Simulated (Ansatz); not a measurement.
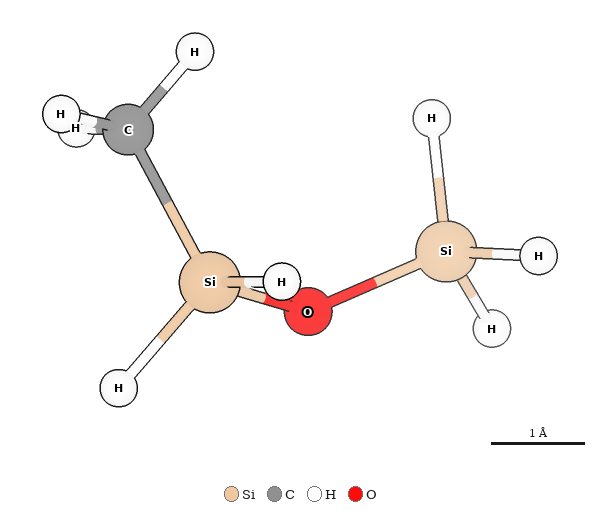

Fig. 1: The starting structure (ball-and-stick view, seen at a tilt).

**Molecular dynamics of CH₈OSi₂**

- system: CH₈OSi₂
- method: RKS PBE-D4/cc-pVDZ (Ansatz 0.2.0)

One setting was made poor on purpose. It belongs to a series of runs on one base structure; here: dynamics from the start.

The input
```yaml
crystal:
  periodic: [false, false, false]
  atoms:
    - { symbol: Si, position_ang: [-0.121159, -0.008104, -0.007971] }
    - { symbol: C, position_ang: [0.003287, -0.040636, 1.873924] }
    - { symbol: H, position_ang: [-1.00449, 0.074907, 2.325101] }
    - { symbol: H, position_ang: [0.431337, -0.999875, 2.229883] }
    - { symbol: H, position_ang: [0.644566, 0.786337, 2.239835] }
    - { symbol: O, position_ang: [1.423101, -0.112745, -0.723615] }
    - { symbol: Si, position_ang: [2.557756, -1.362274, -0.890763] }
    - { symbol: H, position_ang: [1.924349, -2.581376, -1.522292] }
    - { symbol: H, position_ang: [3.661987, -0.84062, -1.771517] }
    - { symbol: H, position_ang: [3.126036, -1.755895, 0.454636] }
    - { symbol: H, position_ang: [-0.706859, 1.295939, -0.487737] }
    - { symbol: H, position_ang: [-0.97981, -1.157958, -0.490985] }
basis:
  gaussian: { orbitals: cc-pVDZ }
hamiltonian:
  xc: pbe
  dispersion: d4
md:
  timestep: 2.0
  n_steps: 40
  ensemble: nvt_nose_hoover
  temperature: 300.0
  initial_velocities: maxwell_boltzmann
  seed: 322831
```

Run as:
```bash
ansatz run input.yaml --threads 2 --pin off --max-ram 3072MiB --backend cpu --events-out ev --progress --plain --runs-dir out
```

What the program printed
```
Engine: ansatz 0.2.0, aarch64-unknown-linux-gnu
Functional definition: PBE
  parameter kappa = 0.804
  parameter beta = 0.06672455060314922
  exchange = pbe_x(kappa = kappa, mu = beta*pi^2/3)
  correlation = pbe_c(beta = beta)
1255 factors; their error is unknown
mean field evaluation 1: about -18948.6309 eV, gradient 7.0e1 eV
mean field evaluation 2: about -18912.3087 eV, gradient 1.4e2 eV
mean field evaluation 4: about -18958.8354 eV, gradient 1.0e1 eV
mean field evaluation 8: about -18959.0549 eV, gradient 1.3e-1 eV
mean field evaluation 16: about -18959.0550 eV, gradient 1.7e-5 eV
mean field -18959.05497309 eV, -696.7324193521 hartree, gradient 1.7e-5 eV, S^2 0.000000; 0 other end points of the search recorded, 0 dependent functions left out
the calculation of the forces begins
reference -18959.05501609 eV, -696.7324209322 hartree; 25, 25 occupied and 79, 79 virtual orbitals, 1255 factors
md step     0: t =     0.00 fs  T =   300.0 K  F+E_penalty+E_count = -18959.29296003 eV  E_kin = 0.387780 eV  conserved = -18958.90518003 eV  (26 SCF iters)
these checks for a lower state are left out or cut short: starts, cluster_reference, orbital_swaps, neighbouring_geometries, increment
1255 factors; their error is unknown
mean field -18958.93994551 eV, -696.7281921664 hartree, gradient 1.4e-5 eV, S^2 0.000000; 0 other end points of the search recorded, 0 dependent functions left out
[... from here on the field's lines of each further geometry are left out, up to the last ...]
md step     1: t =     2.00 fs  T =   229.1 K  F+E_penalty+E_count = -18959.17776909 eV  E_kin = 0.296197 eV  conserved = -18958.88157915 eV  (28 SCF iters, 5 dispersion substeps)
md step     2: t =     4.00 fs  T =   171.4 K  F+E_penalty+E_count = -18959.10117899 eV  E_kin = 0.221557 eV  conserved = -18958.87968082 eV  (28 SCF iters, 5 dispersion substeps)
md step     3: t =     6.00 fs  T =   150.1 K  F+E_penalty+E_count = -18959.09237038 eV  E_kin = 0.194009 eV  conserved = -18958.89853090 eV  (28 SCF iters, 5 dispersion substeps)
md step     4: t =     8.00 fs  T =    69.8 K  F+E_penalty+E_count = -18958.95936209 eV  E_kin = 0.090222 eV  conserved = -18958.86943942 eV  (28 SCF iters, 5 dispersion substeps)
md step     5: t =    10.00 fs  T =    78.8 K  F+E_penalty+E_count = -18958.99531403 eV  E_kin = 0.101807 eV  conserved = -18958.89395539 eV  (28 SCF iters, 5 dispersion substeps)
md step     6: t =    12.00 fs  T =    76.3 K  F+E_penalty+E_count = -18958.97983948 eV  E_kin = 0.098661 eV  conserved = -18958.88184091 eV  (28 SCF iters, 5 dispersion substeps)
md step     7: t =    14.00 fs  T =   105.1 K  F+E_penalty+E_count = -18959.01225681 eV  E_kin = 0.135852 eV  conserved = -18958.87739078 eV  (28 SCF iters, 5 dispersion substeps)
md step     8: t =    16.00 fs  T =   192.9 K  F+E_penalty+E_count = -18959.14785974 eV  E_kin = 0.249368 eV  conserved = -18958.90010793 eV  (28 SCF iters, 5 dispersion substeps)
md step     9: t =    18.00 fs  T =   181.7 K  F+E_penalty+E_count = -18959.11123689 eV  E_kin = 0.234867 eV  conserved = -18958.87885109 eV  (28 SCF iters, 5 dispersion substeps)
md step    10: t =    20.00 fs  T =   206.2 K  F+E_penalty+E_count = -18959.15069228 eV  E_kin = 0.266499 eV  conserved = -18958.88764986 eV  (27 SCF iters, 5 dispersion substeps)
md step    11: t =    22.00 fs  T =   230.0 K  F+E_penalty+E_count = -18959.18861907 eV  E_kin = 0.297247 eV  conserved = -18958.89600040 eV  (28 SCF iters, 5 dispersion substeps)
md step    12: t =    24.00 fs  T =   171.3 K  F+E_penalty+E_count = -18959.09286047 eV  E_kin = 0.221372 eV  conserved = -18958.87725088 eV  (28 SCF iters, 5 dispersion substeps)
md step    13: t =    26.00 fs  T =   167.4 K  F+E_penalty+E_count = -18959.09862239 eV  E_kin = 0.216398 eV  conserved = -18958.88902203 eV  (28 SCF iters, 5 dispersion substeps)
md step    14: t =    28.00 fs  T =   138.5 K  F+E_penalty+E_count = -18959.06032428 eV  E_kin = 0.178978 eV  conserved = -18958.88915209 eV  (28 SCF iters, 5 dispersion substeps)
md step    15: t =    30.00 fs  T =   113.6 K  F+E_penalty+E_count = -18959.01399462 eV  E_kin = 0.146875 eV  conserved = -18958.87583040 eV  (28 SCF iters, 5 dispersion substeps)
md step    16: t =    32.00 fs  T =   145.0 K  F+E_penalty+E_count = -18959.07498982 eV  E_kin = 0.187370 eV  conserved = -18958.89734814 eV  (28 SCF iters, 5 dispersion substeps)
md step    17: t =    34.00 fs  T =   111.5 K  F+E_penalty+E_count = -18959.00792292 eV  E_kin = 0.144078 eV  conserved = -18958.87465469 eV  (28 SCF iters, 5 dispersion substeps)
md step    18: t =    36.00 fs  T =   155.6 K  F+E_penalty+E_count = -18959.07217956 eV  E_kin = 0.201067 eV  conserved = -18958.88314205 eV  (27 SCF iters, 5 dispersion substeps)
md step    19: t =    38.00 fs  T =   206.4 K  F+E_penalty+E_count = -18959.15425138 eV  E_kin = 0.266853 eV  conserved = -18958.90117933 eV  (28 SCF iters, 5 dispersion substeps)
md step    20: t =    40.00 fs  T =   164.9 K  F+E_penalty+E_count = -18959.06781409 eV  E_kin = 0.213123 eV  conserved = -18958.87034033 eV  (28 SCF iters, 5 dispersion substeps)
md step    21: t =    42.00 fs  T =   183.9 K  F+E_penalty+E_count = -18959.11634199 eV  E_kin = 0.237740 eV  conserved = -18958.89609438 eV  (28 SCF iters, 5 dispersion substeps)
md step    22: t =    44.00 fs  T =   153.3 K  F+E_penalty+E_count = -18959.06094327 eV  E_kin = 0.198189 eV  conserved = -18958.88210711 eV  (28 SCF iters, 5 dispersion substeps)
md step    23: t =    46.00 fs  T =   135.7 K  F+E_penalty+E_count = -18959.03229165 eV  E_kin = 0.175468 eV  conserved = -18958.87785295 eV  (28 SCF iters, 5 dispersion substeps)
md step    24: t =    48.00 fs  T =   165.0 K  F+E_penalty+E_count = -18959.08659486 eV  E_kin = 0.213332 eV  conserved = -18958.89612918 eV  (28 SCF iters, 5 dispersion substeps)
md step    25: t =    50.00 fs  T =   137.1 K  F+E_penalty+E_count = -18959.02366520 eV  E_kin = 0.177271 eV  conserved = -18958.87118548 eV  (28 SCF iters, 5 dispersion substeps)
md step    26: t =    52.00 fs  T =   188.0 K  F+E_penalty+E_count = -18959.10911792 eV  E_kin = 0.242962 eV  conserved = -18958.89311745 eV  (28 SCF iters, 5 dispersion substeps)
md step    27: t =    54.00 fs  T =   202.0 K  F+E_penalty+E_count = -18959.12319826 eV  E_kin = 0.261087 eV  conserved = -18958.89176272 eV  (28 SCF iters, 5 dispersion substeps)
md step    28: t =    56.00 fs  T =   152.8 K  F+E_penalty+E_count = -18959.03854896 eV  E_kin = 0.197549 eV  conserved = -18958.87317051 eV  (28 SCF iters, 5 dispersion substeps)
md step    29: t =    58.00 fs  T =   183.3 K  F+E_penalty+E_count = -18959.09377726 eV  E_kin = 0.236888 eV  conserved = -18958.89153567 eV  (28 SCF iters, 5 dispersion substeps)
md step    30: t =    60.00 fs  T =   163.4 K  F+E_penalty+E_count = -18959.06082662 eV  E_kin = 0.211221 eV  conserved = -18958.88688328 eV  (28 SCF iters, 5 dispersion substeps)
md step    31: t =    62.00 fs  T =   130.3 K  F+E_penalty+E_count = -18959.00786897 eV  E_kin = 0.168469 eV  conserved = -18958.87898162 eV  (28 SCF iters, 5 dispersion substeps)
md step    32: t =    64.00 fs  T =   132.5 K  F+E_penalty+E_count = -18959.02113246 eV  E_kin = 0.171264 eV  conserved = -18958.89159047 eV  (28 SCF iters, 5 dispersion substeps)
md step    33: t =    66.00 fs  T =    99.1 K  F+E_penalty+E_count = -18958.95707200 eV  E_kin = 0.128146 eV  conserved = -18958.87260227 eV  (28 SCF iters, 5 dispersion substeps)
md step    34: t =    68.00 fs  T =   154.0 K  F+E_penalty+E_count = -18959.03821680 eV  E_kin = 0.199086 eV  conserved = -18958.88502899 eV  (28 SCF iters, 5 dispersion substeps)
md step    35: t =    70.00 fs  T =   193.4 K  F+E_penalty+E_count = -18959.09621180 eV  E_kin = 0.249979 eV  conserved = -18958.89526155 eV  (28 SCF iters, 5 dispersion substeps)
md step    36: t =    72.00 fs  T =   180.1 K  F+E_penalty+E_count = -18959.04770021 eV  E_kin = 0.232789 eV  conserved = -18958.86736922 eV  (28 SCF iters, 5 dispersion substeps)
md step    37: t =    74.00 fs  T =   247.8 K  F+E_penalty+E_count = -18959.16246420 eV  E_kin = 0.320294 eV  conserved = -18958.89862417 eV  (28 SCF iters, 5 dispersion substeps)
md step    38: t =    76.00 fs  T =   223.5 K  F+E_penalty+E_count = -18959.11003862 eV  E_kin = 0.288905 eV  conserved = -18958.88201969 eV  (27 SCF iters, 5 dispersion substeps)
md step    39: t =    78.00 fs  T =   189.9 K  F+E_penalty+E_count = -18959.05600879 eV  E_kin = 0.245504 eV  conserved = -18958.87531012 eV  (28 SCF iters, 5 dispersion substeps)
the calculation of the forces begins
reference -18958.84191328 eV, -696.7245895485 hartree; 25, 25 occupied and 79, 79 virtual orbitals, 1255 factors
1255 factors; their error is unknown
mean field -18958.84187124 eV, -696.7245880035 hartree, gradient 1.1e-5 eV, S^2 0.000000; 1 other end points of the search recorded, 0 dependent functions left out
the calculation of the forces begins
reference -18958.84191328 eV, -696.7245895485 hartree; 25, 25 occupied and 79, 79 virtual orbitals, 1255 factors
md step    40: t =    80.00 fs  T =   201.4 K  F+E_penalty+E_count = -18959.08704095 eV  E_kin = 0.260321 eV  conserved = -18958.89527761 eV  (27 SCF iters, 5 dispersion substeps)
```

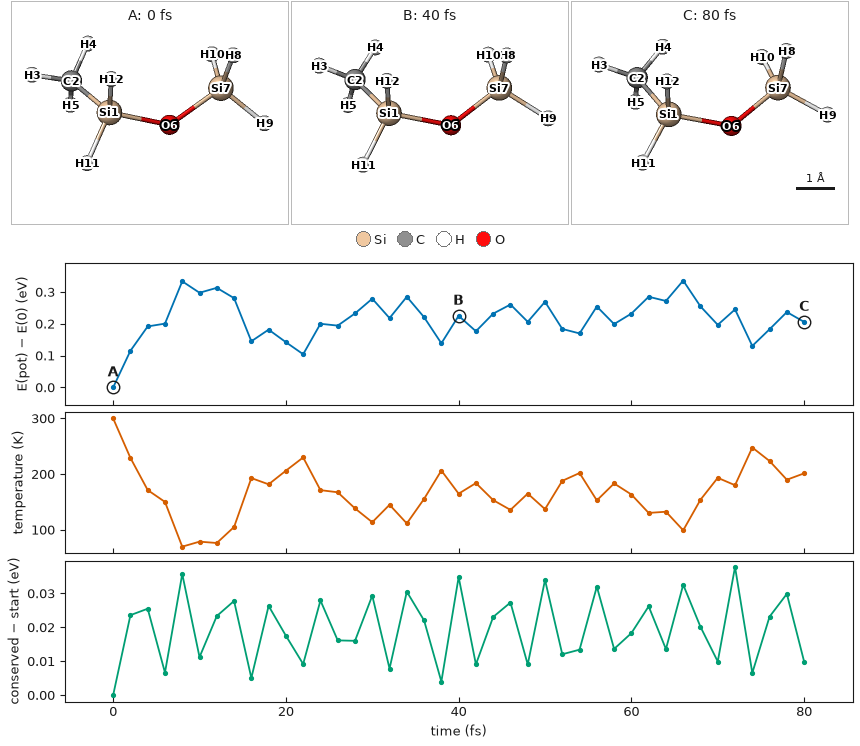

Fig. 2: Frames of the molecular dynamics (ball-and-stick, seen at a tilt) above the curves, on which the letters mark them. The trajectory kept here has 41 frames over 80 fs. The temperature starts at 300 K, ranges from 70 to 300 K and averages 171 K over the second half. The potential energy ends 0.206 eV above its first value. The conserved quantity stays within 0.038 eV. After an unweighted best fit of the last frame on the first, the root-mean-square displacement is 0.22 Å, and H4 has moved furthest (0.38 Å).

```
Total energy: -18959.08708299 eV, -696.7335993692 hartree
Atom 0 at    -0.128435     0.049140    -0.017037 Å, force     0.251669    -1.081904    -0.266826 eV/Å
Atom 1 at     0.107251    -0.174318     1.820909 Å, force     0.519236     0.512926     0.100532 eV/Å
Atom 2 at    -0.863032    -0.220865     2.361929 Å, force     0.253224    -0.080456     0.007572 eV/Å
Atom 3 at     0.735274    -1.064379     1.975807 Å, force    -0.192404    -0.485593     0.226554 eV/Å
Atom 4 at     0.740786     0.657509     2.201713 Å, force    -0.287554     0.089794     0.136450 eV/Å
Atom 5 at     1.359877    -0.143153    -0.868747 Å, force    -0.398126     0.835373     0.323865 eV/Å
Atom 6 at     2.547951    -1.330418    -0.788780 Å, force    -0.670721    -1.289893     0.129376 eV/Å
Atom 7 at     1.840090    -2.591524    -1.311050 Å, force     0.301698     0.060083     0.317431 eV/Å
Atom 8 at     3.627543    -1.108982    -1.792840 Å, force     0.324056     0.406413     0.070061 eV/Å
Atom 9 at     3.020496    -1.582101     0.664682 Å, force     0.012373     0.207518    -0.599260 eV/Å
Atom 10 at    -0.685411     1.374353    -0.307298 Å, force    -0.158819     0.663531    -0.317905 eV/Å
Atom 11 at    -1.078011    -1.049518    -0.469643 Å, force     0.045367     0.162209    -0.127851 eV/Å
Dipole moment:     0.016352     0.015267     0.270382 e Å
```

Trajectory as extended XYZ (Å, eV, eV/Å), 8 of the 41 frames kept, from step=0 to step=40
```
12
Properties=species:S:1:pos:R:3:forces:R:3 step=0 time_fs=0.0 energy=-18959.29296 temperature=300.0
Si   -0.1212   -0.0081   -0.0080   -0.0006  -0.0039   0.0017
C     0.0033   -0.0406    1.8739   -0.0019   0.0016   0.0016
H    -1.0045    0.0749    2.3251    0.0055  -0.0010  -0.0049
H     0.4313   -0.9999    2.2299   -0.0020   0.0044  -0.0027
H     0.6446    0.7863    2.2398   -0.0002  -0.0016   0.0010
O     1.4231   -0.1127   -0.7236    0.0042  -0.0109   0.0008
Si    2.5578   -1.3623   -0.8908   -0.0049   0.0074   0.0049
H     1.9243   -2.5814   -1.5223    0.0018   0.0037   0.0004
H     3.6620   -0.8406   -1.7715   -0.0030  -0.0021   0.0004
H     3.1260   -1.7559    0.4546   -0.0005   0.0019  -0.0041
H    -0.7069    1.2959   -0.4877    0.0019  -0.0022   0.0023
H    -0.9798   -1.1580   -0.4910   -0.0003   0.0026  -0.0015
12
Properties=species:S:1:pos:R:3:forces:R:3 step=6 time_fs=12.0 energy=-18958.97984 temperature=76.3
Si   -0.1211    0.0139   -0.0311   -0.1751  -0.1393   0.8188
C     0.0119   -0.0876    1.8980    0.5206   0.5457   0.5292
H    -0.9871    0.0101    2.4301    0.6016  -0.1696  -0.5370
H     0.5611   -1.0051    2.3211   -0.6318   0.8149  -0.6980
H     0.6189    0.8146    2.2208   -0.3065  -0.5381  -0.0146
O     1.4351   -0.1031   -0.7436   -1.0101  -0.0446  -0.0267
Si    2.5455   -1.3739   -0.8744    0.5929   0.8124  -0.8005
H     2.1610   -2.6531   -1.5403   -0.5076  -0.2611   0.0219
H     3.5502   -0.7626   -1.8440    0.1309  -0.2050   0.3953
H     3.0161   -1.6212    0.5003    0.4324  -0.2848   0.4790
H    -0.7584    1.3179   -0.5607    0.3290  -0.4749   0.3063
H    -1.0180   -1.1615   -0.3321    0.0238  -0.0556  -0.4735
12
Properties=species:S:1:pos:R:3:forces:R:3 step=11 time_fs=22.0 energy=-18959.18862 temperature=230.0
Si   -0.1228    0.0116   -0.0179   -0.2375  -0.0797   0.2372
C     0.0425   -0.0666    1.8919   -0.2576  -0.6715  -0.4833
H    -0.9923   -0.1316    2.3249    0.4379   0.1468  -0.0301
H     0.5526   -1.0576    2.1049   -0.1719   0.7983   0.1303
H     0.5994    0.8092    2.3079   -0.1440  -0.4263  -0.0747
O     1.3943   -0.1008   -0.7633    0.7279  -0.5830  -0.2210
Si    2.5514   -1.3706   -0.8698   -0.0030   0.3151   0.5208
H     1.9949   -2.6892   -1.4140    0.0253   0.3976  -0.0191
H     3.6932   -0.8125   -1.6827   -0.1347  -0.1277  -0.1512
H     3.1319   -1.6740    0.5169   -0.2049   0.0296  -0.2362
H    -0.6989    1.3141   -0.5051   -0.0530   0.0664   0.0612
H    -0.9706   -1.1341   -0.5688    0.0157   0.1344   0.2661
12
Properties=species:S:1:pos:R:3:forces:R:3 step=17 time_fs=34.0 energy=-18959.00792 temperature=111.5
Si   -0.1280    0.0122    0.0030    0.5931  -0.1940  -1.1645
C     0.0535   -0.0706    1.8234    0.4109  -1.2840   2.3890
H    -0.9710   -0.1978    2.3187    0.8590   0.1065  -0.4034
H     0.6589   -1.0301    2.0851   -0.8272   1.0374  -0.2453
H     0.5977    0.7565    2.3844   -0.4766  -0.4098  -0.8019
O     1.3877   -0.1311   -0.7974    0.1031   0.5273   0.3375
Si    2.5572   -1.3482   -0.8490   -0.5110  -0.9062   0.6054
H     1.7554   -2.5429   -1.3737    0.5040   0.0181  -0.0216
H     3.7347   -0.9790   -1.6846    0.0299   0.2058  -0.3117
H     3.1511   -1.7537    0.5274   -0.3262   0.2718  -0.3985
H    -0.6649    1.3273   -0.3668   -0.2789   0.6460  -0.3081
H    -0.9948   -1.0701   -0.6101   -0.0801  -0.0190   0.3233
12
Properties=species:S:1:pos:R:3:forces:R:3 step=23 time_fs=46.0 energy=-18959.03229 temperature=135.7
Si   -0.1204    0.0285   -0.0219   -0.0836  -0.6611   0.3878
C     0.0727   -0.1377    1.8476    0.1856   0.2662   0.6575
H    -0.9623   -0.2003    2.3372    1.0175   0.0706  -0.4164
H     0.7140   -1.0393    2.1833   -0.7161   1.2009  -0.3672
H     0.5473    0.8651    2.1144   -0.1950  -1.0067   0.3960
O     1.3896   -0.1252   -0.8091   -0.4688   0.4082   0.0738
Si    2.5482   -1.3476   -0.8250   -0.3429  -0.5741  -0.4072
H     1.9279   -2.5790   -1.4442   -0.0504  -0.1836   0.2255
H     3.5847   -0.9824   -1.8347    0.3955   0.2882   0.1541
H     3.0226   -1.6475    0.5759    0.1934   0.0420  -0.0721
H    -0.6616    1.3758   -0.3683   -0.0192   0.2012  -0.1243
H    -1.1270   -1.0461   -0.3596    0.0838  -0.0519  -0.5075
12
Properties=species:S:1:pos:R:3:forces:R:3 step=29 time_fs=58.0 energy=-18959.09378 temperature=183.3
Si   -0.1210    0.0276   -0.0372   -0.4443   0.5702   0.5268
C     0.1028   -0.1482    1.8638   -0.0906   0.4737   0.6255
H    -0.9077   -0.2198    2.3695    0.5656  -0.0697  -0.2949
H     0.7450   -0.9983    2.2218   -0.4323   0.0810  -0.4429
H     0.6083    0.7576    2.3190   -0.3512  -0.3389  -0.4872
O     1.3666   -0.0937   -0.8167    0.6198  -0.9353  -0.3987
Si    2.5306   -1.3687   -0.8223    0.3547   1.4242  -0.2543
H     2.1223   -2.7309   -1.2700   -0.3586  -0.1500  -0.2401
H     3.6329   -0.7649   -1.6776   -0.1519  -0.3531  -0.0332
H     3.0759   -1.4886    0.5459    0.1624  -0.1837   0.5923
H    -0.6170    1.4308   -0.4496    0.0661  -0.4987   0.3142
H    -1.0978   -1.0011   -0.5756    0.0603  -0.0198   0.0926
12
Properties=species:S:1:pos:R:3:forces:R:3 step=34 time_fs=68.0 energy=-18959.03822 temperature=154.0
Si   -0.1317    0.0292   -0.0264    0.3781   0.6169  -0.1729
C     0.1215   -0.1280    1.8622   -0.6407  -1.0151   0.4552
H    -0.8785   -0.3123    2.3880    0.7261   0.3945  -0.4830
H     0.6555   -1.1254    2.0091   -0.0340   0.9524   0.1291
H     0.6443    0.7410    2.3764   -0.2710  -0.7994  -0.5944
O     1.3764   -0.1161   -0.8447   -0.3720  -0.0802   0.1385
Si    2.5255   -1.3561   -0.8153    0.9229   0.2388   0.6262
H     2.0443   -2.7524   -1.2023   -0.0437   0.3551  -0.1528
H     3.6906   -0.8036   -1.6200   -0.2587  -0.3372  -0.1928
H     3.1165   -1.4781    0.5980   -0.2600  -0.0978  -0.2167
H    -0.6435    1.4167   -0.3662    0.0239  -0.1317   0.0106
H    -1.0084   -0.9826   -0.7343   -0.1708  -0.0964   0.4530
12
Properties=species:S:1:pos:R:3:forces:R:3 step=40 time_fs=80.0 energy=-18959.08704 temperature=201.4
Si   -0.1284    0.0491   -0.0170    0.2517  -1.0819  -0.2668
C     0.1073   -0.1743    1.8209    0.5192   0.5129   0.1005
H    -0.8630   -0.2209    2.3619    0.2532  -0.0805   0.0076
H     0.7353   -1.0644    1.9758   -0.1924  -0.4856   0.2266
H     0.7408    0.6575    2.2017   -0.2876   0.0898   0.1364
O     1.3599   -0.1432   -0.8687   -0.3981   0.8354   0.3239
Si    2.5480   -1.3304   -0.7888   -0.6707  -1.2899   0.1294
H     1.8401   -2.5915   -1.3110    0.3017   0.0601   0.3174
H     3.6275   -1.1090   -1.7928    0.3241   0.4064   0.0701
H     3.0205   -1.5821    0.6647    0.0124   0.2075  -0.5993
H    -0.6854    1.3744   -0.3073   -0.1588   0.6635  -0.3179
H    -1.0780   -1.0495   -0.4696    0.0454   0.1622  -0.1279
```

Key numbers

```json
{"quantity": "outcome", "value": "finished"}
{"quantity": "mean temperature over the second half", "value": "171 K"}
{"quantity": "trajectory", "value": "40 steps, 80 fs"}
{"quantity": "ensemble", "value": "nvt_nose_hoover"}
{"quantity": "temperature in the input", "value": "300.0 K"}
{"quantity": "time step", "value": "2.0 fs"}
{"quantity": "potential energy (last step)", "value": "−18959.0871 eV"}
{"quantity": "mean-field energy (last step)", "value": "−18958.8419 eV"}
{"quantity": "largest force (length of the vector) (last step)", "value": "1.460 eV/Å"}
{"quantity": "hardware", "value": "2 threads of Arm Neoverse V2, 24 GiB of memory available, shared host"}
{"quantity": "wall time", "value": "70 s (CPU time 2.3 min)"}
{"quantity": "peak memory", "value": "0.14 GiB"}
```

A deliberately poor setting: time step. So short a trajectory is not equilibrated. The temperature stays far from the 300 K of the thermostat over the second half: the run isn't equilibrated.
